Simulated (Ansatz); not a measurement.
**WO (quintet): wB97M-V, B2PLYP over vertical spin and charge gaps, def2-QZVPP**

How well do these functionals follow the top wave-function level for WO (quintet) over vertical spin and charge gaps?

The runs use Ansatz 0.2.0, Gaussian basis; def2-QZVPP, all electrons in the functionals, frozen cores in the correlation of double hybrids and RPA.

Plan: wB97M-V, B2PLYP, at charge 0, quintet; charge 0, triplet; charge 0, septet; charge 1, quartet; charge 1, sextet.

## 1. The system

The geometry is a PBE0/def2-TZVP stationary point (not a proven minimum). No spin-orbit coupling is included. Elements past krypton take def2 core potentials.

2 atoms, charge 0, spin multiplicity 5.

Atoms are counted from 1 here; the program's logs count them from 0.

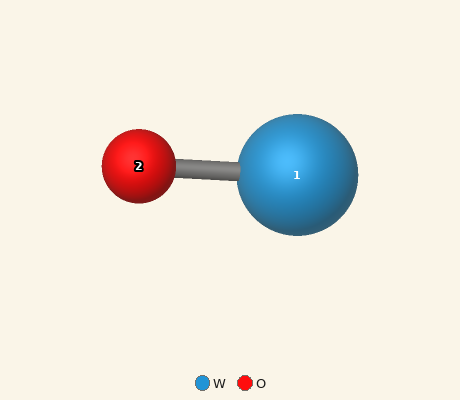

The structure; tungsten blue, oxygen red; atoms are numbered from 1 in the order of the file.

As a file:

| atom | x (Å) | y (Å) | z (Å) |
| --- | --- | --- | --- |
| W1 | 0.0000 | 0.0000 | 0.0000 |
| O2 | 0.0000 | 0.0000 | 1.7032 |

No dispersion term is added; wB97M-V holds VV10 nonlocal correlation.

The geometry shown and the zero of energy belong to the point charge 0, quintet. The yardstick, UCCSD(T), and other wave-function levels (R restricted, U unrestricted, valence and pair active spaces) come from earlier runs.

## 2. wB97M-V, charge 0, quintet

in.yaml

```yaml
crystal:
  periodic: [false, false, false]
  atoms:
    - {symbol: W, position_ang: [0.000000, 0.000000, 0.000000]}
    - {symbol: O, position_ang: [0.000000, 0.000000, 1.703200]}
basis:
  gaussian: {orbitals: "def2-QZVPP.json"}
magnetization: {spin_polarized: true, initial_magnetization: 4}
hamiltonian: {xc: {name: wB97M-V}}
output: {orbitals: {seedname: orbitals}}
```

The run is started by

```sh
> ansatz run in.yaml --threads 2 --pin off --events-out ev --progress --plain --max-ram 24576MiB --backend cuda --devices 0, --max-vram 18GiB
```

The log of the run (excerpt; [...] marks lines left out):

```text
Functional definition: wB97M-V
  name "wB97M-V"
  cite "Mardirossian & Head-Gordon, J. Chem. Phys. 144, 214110 (2016) doi:10.1063/1.4952647"
  cite "Becke, J. Chem. Phys. 107, 8554 (1997) doi:10.1063/1.475007"
  cite "Vydrov & Van Voorhis, J. Chem. Phys. 133, 244103 (2010) doi:10.1063/1.3521275"
  # Of w^i u^j: cxij and so on, Table III.
[...]
  gx(w, u) = 1 - cx + cx01*u + cx10*w
  gss(w, u) = css00 + css04*u^4 + css10*w + css20*w^2 + css43*w^4*u^3
  gos(w, u) = cos00 + cos10*w + (cos20 + cos21*u)*w^2 + (cos60 + cos61*u)*w^6
[...]
      + integral(e_c_pw_mod_opposite_spin*gos(b97_w_opposite, b97_u_opposite)) + vv10(b, c)
612 factors; their error is unknown
127 factors; integrals over basis functions are off by at most 6.1e-4 eV
[...]
mean field -3868.12099260 eV, -142.1508245714 hartree, gradient 4.5e-5 eV, S^2 6.022666; 1 other end points of the search recorded, 0 dependent functions left out
reference -3868.12103238 eV, -142.1508260335 hartree; 13, 9 occupied and 125, 129 virtual orbitals, 612 factors
Total energy: -3868.12103238 eV, -142.1508260335 hartree
```

Wall time 13 s (1 × H100 (card shared with other runs) with 2 threads of AMD EPYC 7R13, shared host); peak host memory 0.89 GiB.

From the report: ⟨S²⟩ of the determinant 6.023 (pure quintet: 6.00).

## 3. wB97M-V, charge 0, triplet

Changes to in.yaml since step 2:

```diff
@@ -7,3 +7,3 @@
   gaussian: {orbitals: "def2-QZVPP.json"}
-magnetization: {spin_polarized: true, initial_magnetization: 4}
+magnetization: {spin_polarized: true, initial_magnetization: 2}
 hamiltonian: {xc: {name: wB97M-V}}
```

The command is unchanged.

The log of the run (excerpt; [...] marks lines left out):

```text
Functional definition: wB97M-V
  name "wB97M-V"
  cite "Mardirossian & Head-Gordon, J. Chem. Phys. 144, 214110 (2016) doi:10.1063/1.4952647"
  cite "Becke, J. Chem. Phys. 107, 8554 (1997) doi:10.1063/1.475007"
  cite "Vydrov & Van Voorhis, J. Chem. Phys. 133, 244103 (2010) doi:10.1063/1.3521275"
  # Of w^i u^j: cxij and so on, Table III.
[...]
  gx(w, u) = 1 - cx + cx01*u + cx10*w
  gss(w, u) = css00 + css04*u^4 + css10*w + css20*w^2 + css43*w^4*u^3
  gos(w, u) = cos00 + cos10*w + (cos20 + cos21*u)*w^2 + (cos60 + cos61*u)*w^6
[...]
      + integral(e_c_pw_mod_opposite_spin*gos(b97_w_opposite, b97_u_opposite)) + vv10(b, c)
612 factors; their error is unknown
127 factors; integrals over basis functions are off by at most 6.1e-4 eV
[...]
mean field -3868.82538023 eV, -142.1767103395 hartree, gradient 2.2e-5 eV, S^2 2.072299; 2 other end points of the search recorded, 0 dependent functions left out
reference -3868.82542253 eV, -142.1767118939 hartree; 12, 10 occupied and 126, 128 virtual orbitals, 612 factors
Total energy: -3868.82542253 eV, -142.1767118939 hartree
```

Run time: 14 s. Hardware: 1 × H100 (card shared with other runs) with 2 threads of AMD EPYC 7R13, shared host; peak host memory 0.92 GiB.

From the report: ⟨S²⟩ of the determinant 2.072 (pure triplet: 2.00).

From charge 0, quintet: -16.2 kcal/mol.

## 4. wB97M-V, charge 0, septet

Changes to in.yaml since step 3:

```diff
@@ -7,3 +7,3 @@
   gaussian: {orbitals: "def2-QZVPP.json"}
-magnetization: {spin_polarized: true, initial_magnetization: 2}
+magnetization: {spin_polarized: true, initial_magnetization: 6}
 hamiltonian: {xc: {name: wB97M-V}}
```

The command is unchanged.

The log of the run (excerpt; [...] marks lines left out):

```text
Functional definition: wB97M-V
  name "wB97M-V"
  cite "Mardirossian & Head-Gordon, J. Chem. Phys. 144, 214110 (2016) doi:10.1063/1.4952647"
  cite "Becke, J. Chem. Phys. 107, 8554 (1997) doi:10.1063/1.475007"
  cite "Vydrov & Van Voorhis, J. Chem. Phys. 133, 244103 (2010) doi:10.1063/1.3521275"
  # Of w^i u^j: cxij and so on, Table III.
[...]
  gx(w, u) = 1 - cx + cx01*u + cx10*w
  gss(w, u) = css00 + css04*u^4 + css10*w + css20*w^2 + css43*w^4*u^3
  gos(w, u) = cos00 + cos10*w + (cos20 + cos21*u)*w^2 + (cos60 + cos61*u)*w^6
[...]
      + integral(e_c_pw_mod_opposite_spin*gos(b97_w_opposite, b97_u_opposite)) + vv10(b, c)
612 factors; their error is unknown
127 factors; integrals over basis functions are off by at most 6.1e-4 eV
[...]
mean field -3863.73629231 eV, -141.9896898078 hartree, gradient 1.9e-5 eV, S^2 12.004522; 3 other end points of the search recorded, 0 dependent functions left out
reference -3863.73633232 eV, -141.9896912782 hartree; 14, 8 occupied and 124, 130 virtual orbitals, 612 factors
Total energy: -3863.73633232 eV, -141.9896912782 hartree
```

Wall time 10 s (1 × H100 (card shared with other runs) with 2 threads of AMD EPYC 7R13, shared host); peak host memory 0.92 GiB.

From the report: ⟨S²⟩ of the determinant 12.005 (pure septet: 12.00).

From charge 0, quintet: +101.1 kcal/mol.

## 5. wB97M-V, charge 1, quartet

Changes to in.yaml since step 4:

```diff
@@ -7,3 +7,4 @@
   gaussian: {orbitals: "def2-QZVPP.json"}
-magnetization: {spin_polarized: true, initial_magnetization: 6}
+total_charge: 1
+magnetization: {spin_polarized: true, initial_magnetization: 3}
 hamiltonian: {xc: {name: wB97M-V}}
```

The command is unchanged.

The log of the run (excerpt; [...] marks lines left out):

```text
Functional definition: wB97M-V
  name "wB97M-V"
  cite "Mardirossian & Head-Gordon, J. Chem. Phys. 144, 214110 (2016) doi:10.1063/1.4952647"
  cite "Becke, J. Chem. Phys. 107, 8554 (1997) doi:10.1063/1.475007"
  cite "Vydrov & Van Voorhis, J. Chem. Phys. 133, 244103 (2010) doi:10.1063/1.3521275"
  # Of w^i u^j: cxij and so on, Table III.
[...]
  gx(w, u) = 1 - cx + cx01*u + cx10*w
  gss(w, u) = css00 + css04*u^4 + css10*w + css20*w^2 + css43*w^4*u^3
  gos(w, u) = cos00 + cos10*w + (cos20 + cos21*u)*w^2 + (cos60 + cos61*u)*w^6
[...]
      + integral(e_c_pw_mod_opposite_spin*gos(b97_w_opposite, b97_u_opposite)) + vv10(b, c)
612 factors; their error is unknown
127 factors; integrals over basis functions are off by at most 6.1e-4 eV
[...]
mean field -3860.88899371 eV, -141.8850535144 hartree, gradient 4.9e-5 eV, S^2 3.803006; 1 other end points of the search recorded, 0 dependent functions left out
reference -3860.88903121 eV, -141.8850548923 hartree; 12, 9 occupied and 126, 129 virtual orbitals, 612 factors
Total energy: -3860.88903121 eV, -141.8850548923 hartree
```

Wall time 12 s (1 × H100 (card shared with other runs) with 2 threads of AMD EPYC 7R13, shared host); peak host memory 0.89 GiB.

From the report: ⟨S²⟩ of the determinant 3.803 (pure quartet: 3.75).

From charge 0, quintet: +166.8 kcal/mol.

## 6. wB97M-V, charge 1, sextet

Changes to in.yaml since step 5:

```diff
@@ -8,3 +8,3 @@
 total_charge: 1
-magnetization: {spin_polarized: true, initial_magnetization: 3}
+magnetization: {spin_polarized: true, initial_magnetization: 5}
 hamiltonian: {xc: {name: wB97M-V}}
```

The command is unchanged.

The log of the run (excerpt; [...] marks lines left out):

```text
Functional definition: wB97M-V
  name "wB97M-V"
  cite "Mardirossian & Head-Gordon, J. Chem. Phys. 144, 214110 (2016) doi:10.1063/1.4952647"
  cite "Becke, J. Chem. Phys. 107, 8554 (1997) doi:10.1063/1.475007"
  cite "Vydrov & Van Voorhis, J. Chem. Phys. 133, 244103 (2010) doi:10.1063/1.3521275"
  # Of w^i u^j: cxij and so on, Table III.
[...]
  gx(w, u) = 1 - cx + cx01*u + cx10*w
  gss(w, u) = css00 + css04*u^4 + css10*w + css20*w^2 + css43*w^4*u^3
  gos(w, u) = cos00 + cos10*w + (cos20 + cos21*u)*w^2 + (cos60 + cos61*u)*w^6
[...]
      + integral(e_c_pw_mod_opposite_spin*gos(b97_w_opposite, b97_u_opposite)) + vv10(b, c)
612 factors; their error is unknown
127 factors; integrals over basis functions are off by at most 6.1e-4 eV
[...]
mean field -3856.74293736 eV, -141.7326887538 hartree, gradient 1.1e-5 eV, S^2 8.754653; 5 other end points of the search recorded, 0 dependent functions left out
reference -3856.74297583 eV, -141.7326901675 hartree; 13, 8 occupied and 125, 130 virtual orbitals, 612 factors
Total energy: -3856.74297583 eV, -141.7326901675 hartree
```

It took 35 s on 1 × H100 (card shared with other runs) with 2 threads of AMD EPYC 7R13, shared host; peak host memory 0.92 GiB.

From the report: ⟨S²⟩ of the determinant 8.755 (pure sextet: 8.75).

From charge 0, quintet: +262.4 kcal/mol.

## 7. B2PLYP, charge 0, quintet

in.yaml

```yaml
crystal:
  periodic: [false, false, false]
  atoms:
    - {symbol: W, position_ang: [0.000000, 0.000000, 0.000000]}
    - {symbol: O, position_ang: [0.000000, 0.000000, 1.703200]}
basis:
  gaussian: {orbitals: "def2-QZVPP.json"}
magnetization: {spin_polarized: true, initial_magnetization: 4}
hamiltonian: {xc: {name: B2PLYP}}
correlation: {electrons: outside_noble_gas}
```

Same command.

The log of the run (excerpt; [...] marks lines left out):

```text
Functional definition: B2PLYP
  name "B2PLYP"
  cite "Grimme, J. Chem. Phys. 124, 034108 (2006) doi:10.1063/1.2148954"
  cite "Becke, Phys. Rev. A 38, 3098 (1988) doi:10.1103/PhysRevA.38.3098"
  cite "Lee, Yang & Parr, Phys. Rev. B 37, 785 (1988) doi:10.1103/PhysRevB.37.785"
[...]
871 factors; integrals over basis functions are off by at most 8.9e-4 eV
[...]
mean field -3861.20484475 eV, -141.8966608259 hartree, gradient 3.8e-6 eV, S^2 6.036110; 2 other end points of the search recorded, 0 dependent functions left out
5 core orbitals not correlated: weight in the atoms' cores, before any rotation towards them, 0.981 or more for the frozen orbitals, at most 0.015 for the correlated occupied ones
reference -3861.20496229 eV, -141.8966651456 hartree; 8, 4 occupied and 125, 129 virtual orbitals, 871 factors
second order -14.11884920 eV of doubles, -0.00000000 eV of singles
Total energy: -3865.01705158 eV, -142.0367568429 hartree
```

It took 13 s on 1 × H100 (card shared with other runs) with 2 threads of AMD EPYC 7R13, shared host; peak host memory 0.83 GiB.

From the report: ⟨S²⟩ of the determinant 6.036 (pure quintet: 6.00).

## 8. B2PLYP, charge 0, triplet

Changes to in.yaml since step 7:

```diff
@@ -7,3 +7,3 @@
   gaussian: {orbitals: "def2-QZVPP.json"}
-magnetization: {spin_polarized: true, initial_magnetization: 4}
+magnetization: {spin_polarized: true, initial_magnetization: 2}
 hamiltonian: {xc: {name: B2PLYP}}
```

Launched as before.

The log of the run (excerpt; [...] marks lines left out):

```text
Functional definition: B2PLYP
  name "B2PLYP"
  cite "Grimme, J. Chem. Phys. 124, 034108 (2006) doi:10.1063/1.2148954"
  cite "Becke, Phys. Rev. A 38, 3098 (1988) doi:10.1103/PhysRevA.38.3098"
  cite "Lee, Yang & Parr, Phys. Rev. B 37, 785 (1988) doi:10.1103/PhysRevB.37.785"
[...]
871 factors; integrals over basis functions are off by at most 8.9e-4 eV
[...]
mean field -3861.58913928 eV, -141.9107833894 hartree, gradient 8.0e-6 eV, S^2 2.142171; 6 other end points of the search recorded, 0 dependent functions left out
5 core orbitals not correlated: weight in the atoms' cores, before any rotation towards them, 0.983 or more for the frozen orbitals, at most 0.013 for the correlated occupied ones
reference -3861.58925388 eV, -141.9107876009 hartree; 7, 5 occupied and 126, 128 virtual orbitals, 871 factors
second order -15.79732718 eV of doubles, -0.00000000 eV of singles
Total energy: -3865.85453222 eV, -142.0675336887 hartree
```

Run time: 17 s. Hardware: 1 × H100 (card shared with other runs) with 2 threads of AMD EPYC 7R13, shared host; peak host memory 0.84 GiB.

From the report: ⟨S²⟩ of the determinant 2.142 (pure triplet: 2.00).

From charge 0, quintet: -19.3 kcal/mol.

## 9. B2PLYP, charge 0, septet

Changes to in.yaml since step 8:

```diff
@@ -7,3 +7,3 @@
   gaussian: {orbitals: "def2-QZVPP.json"}
-magnetization: {spin_polarized: true, initial_magnetization: 2}
+magnetization: {spin_polarized: true, initial_magnetization: 6}
 hamiltonian: {xc: {name: B2PLYP}}
```

Same command.

The log of the run (excerpt; [...] marks lines left out):

```text
Functional definition: B2PLYP
  name "B2PLYP"
  cite "Grimme, J. Chem. Phys. 124, 034108 (2006) doi:10.1063/1.2148954"
  cite "Becke, Phys. Rev. A 38, 3098 (1988) doi:10.1103/PhysRevA.38.3098"
  cite "Lee, Yang & Parr, Phys. Rev. B 37, 785 (1988) doi:10.1103/PhysRevB.37.785"
[...]
871 factors; integrals over basis functions are off by at most 8.9e-4 eV
[...]
mean field -3857.45921299 eV, -141.7590113977 hartree, gradient 1.5e-6 eV, S^2 12.006032; 4 other end points of the search recorded, 0 dependent functions left out
5 core orbitals not correlated: weight in the atoms' cores, before any rotation towards them, 0.973 or more for the frozen orbitals, at most 0.022 for the correlated occupied ones
reference -3857.45933247 eV, -141.7590157885 hartree; 9, 3 occupied and 124, 130 virtual orbitals, 871 factors
second order -10.04760875 eV of doubles, -0.00000000 eV of singles
Total energy: -3860.17218683 eV, -141.8587113475 hartree
```

It took 14 s on 1 × H100 (card shared with other runs) with 2 threads of AMD EPYC 7R13, shared host; peak host memory 0.83 GiB.

From the report: ⟨S²⟩ of the determinant 12.006 (pure septet: 12.00).

From charge 0, quintet: +111.7 kcal/mol.

## 10. B2PLYP, charge 1, quartet

Changes to in.yaml since step 9:

```diff
@@ -7,3 +7,4 @@
   gaussian: {orbitals: "def2-QZVPP.json"}
-magnetization: {spin_polarized: true, initial_magnetization: 6}
+total_charge: 1
+magnetization: {spin_polarized: true, initial_magnetization: 3}
 hamiltonian: {xc: {name: B2PLYP}}
```

Launched as before.

The log of the run (excerpt; [...] marks lines left out):

```text
Functional definition: B2PLYP
  name "B2PLYP"
  cite "Grimme, J. Chem. Phys. 124, 034108 (2006) doi:10.1063/1.2148954"
  cite "Becke, Phys. Rev. A 38, 3098 (1988) doi:10.1103/PhysRevA.38.3098"
  cite "Lee, Yang & Parr, Phys. Rev. B 37, 785 (1988) doi:10.1103/PhysRevB.37.785"
[...]
871 factors; integrals over basis functions are off by at most 8.9e-4 eV
[...]
mean field -3854.09638315 eV, -141.6354296803 hartree, gradient 8.0e-6 eV, S^2 3.864848; 0 other end points of the search recorded, 0 dependent functions left out
5 core orbitals not correlated: weight in the atoms' cores, before any rotation towards them, 0.983 or more for the frozen orbitals, at most 0.014 for the correlated occupied ones
reference -3854.09649340 eV, -141.6354337319 hartree; 7, 4 occupied and 126, 129 virtual orbitals, 871 factors
second order -14.67937240 eV of doubles, -0.00000000 eV of singles
Total energy: -3858.05992394 eV, -141.7810871180 hartree
```

Run time: 10 s. Hardware: 1 × H100 (card shared with other runs) with 2 threads of AMD EPYC 7R13, shared host; peak host memory 0.84 GiB.

From the report: ⟨S²⟩ of the determinant 3.865 (pure quartet: 3.75).

From charge 0, quintet: +160.4 kcal/mol.

## 11. B2PLYP, charge 1, sextet

Changes to in.yaml since step 10:

```diff
@@ -8,3 +8,3 @@
 total_charge: 1
-magnetization: {spin_polarized: true, initial_magnetization: 3}
+magnetization: {spin_polarized: true, initial_magnetization: 5}
 hamiltonian: {xc: {name: B2PLYP}}
```

Launched as before.

The log of the run (excerpt; [...] marks lines left out):

```text
Functional definition: B2PLYP
  name "B2PLYP"
  cite "Grimme, J. Chem. Phys. 124, 034108 (2006) doi:10.1063/1.2148954"
  cite "Becke, Phys. Rev. A 38, 3098 (1988) doi:10.1103/PhysRevA.38.3098"
  cite "Lee, Yang & Parr, Phys. Rev. B 37, 785 (1988) doi:10.1103/PhysRevB.37.785"
[...]
871 factors; integrals over basis functions are off by at most 8.9e-4 eV
[...]
mean field -3850.67406047 eV, -141.5096616416 hartree, gradient 2.9e-6 eV, S^2 8.756122; 8 other end points of the search recorded, 0 dependent functions left out
5 core orbitals not correlated: weight in the atoms' cores, before any rotation towards them, 0.979 or more for the frozen orbitals, at most 0.016 for the correlated occupied ones
reference -3850.67417172 eV, -141.5096657300 hartree; 8, 3 occupied and 125, 130 virtual orbitals, 871 factors
second order -9.76432832 eV of doubles, -0.00000000 eV of singles
Total energy: -3853.31054037 eV, -141.6065504908 hartree
```

It took 32 s on 1 × H100 (card shared with other runs) with 2 threads of AMD EPYC 7R13, shared host; peak host memory 0.84 GiB.

From the report: ⟨S²⟩ of the determinant 8.756 (pure sextet: 8.75).

From charge 0, quintet: +270.0 kcal/mol.

## 12. The comparison

No level is safe as a reference over these points; UCCSD(T) serves as a yardstick only. It comes from earlier runs at the same points. Energies in kcal/mol, counted from charge 0, quintet; blanks weren't run or aren't comparable.

| level | quintet to triplet | quintet to septet | ionisation to the quartet cation | ionisation to the sextet cation |
| --- | --- | --- | --- | --- |
| UCCSD(T) | -18.3 | 107.0 | 162.9 | 266.4 |
| wB97M-V | -16.2 | 101.1 | 166.8 | 262.4 |
| B2PLYP | -19.3 | 111.7 | 160.4 | 270.0 |

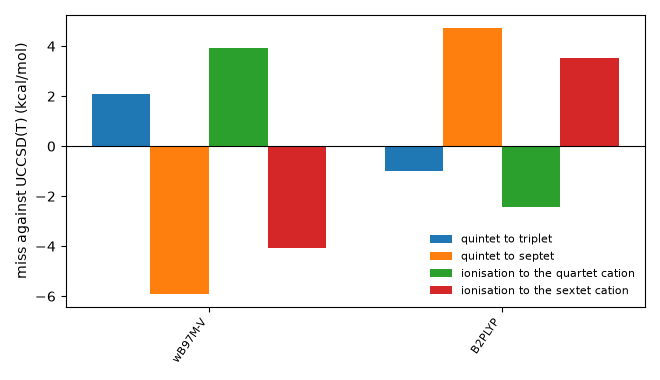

Misses of the gaps against UCCSD(T).

Largest miss and mean time a point (UCCSD(T) took 47 s a point; shared hosts):

| level | largest miss (kcal/mol) | where | time a point |
| --- | --- | --- | --- |
| wB97M-V | -5.9 | quintet to septet | 17 s |
| B2PLYP | +4.7 | quintet to septet | 17 s |

## 13. Outcome

| quantity | value |
| --- | --- |
| quintet to triplet, UCCSD(T) | -18.3 kcal/mol |
| quintet to septet, UCCSD(T) | 107.0 kcal/mol |
| ionisation to the quartet cation, UCCSD(T) | 162.9 kcal/mol |
| ionisation to the sextet cation, UCCSD(T) | 266.4 kcal/mol |
| largest miss, wB97M-V | -5.9 kcal/mol (quintet to septet) |
| largest miss, B2PLYP | +4.7 kcal/mol (quintet to septet) |

What this shows: Of the functionals, B2PLYP keep the smallest largest miss at the points compared (at most 4.7 kcal/mol) and wB97M-V strays most (5.9 kcal/mol, at quintet to septet). Functionals and the yardstick converge differently with the basis, so part of each miss in def2-QZVPP is the basis. The yardstick itself may be off where one determinant is a poor start.
